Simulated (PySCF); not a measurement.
```xyz
8

B     0.1859   -0.2394   -1.8053
As   -0.1041    0.1312    1.2188
H     0.5163    1.3268    1.9229
H     0.4148   -0.8656    2.2413
H    -1.4468    0.2925    1.9121
F     1.4983   -0.2074   -1.7314
F    -0.4812    0.8691   -2.0362
F    -0.4451   -1.3929   -1.8058
```

Geometry: PBE0-D3(BJ)/def2-SVP.

All numbers below come from PySCF, CAM-B3LYP/def2-SVPD, SCF density, gas phase.

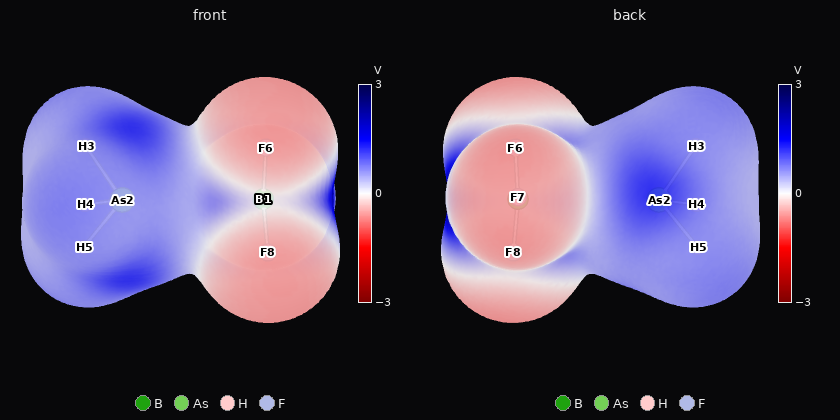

BF₃···AsH₃ (B(AsH3)F3). The molecular electrostatic potential painted on the density surface at 0.002 e/bohr³, seen from the front and from behind; red is negative and blue positive.

**Where is the surface potential most negative and most positive?**

The most negative region (about −0.6 V) lies over F6, F7 and F8, the most positive (about +2.2 V) over B1.
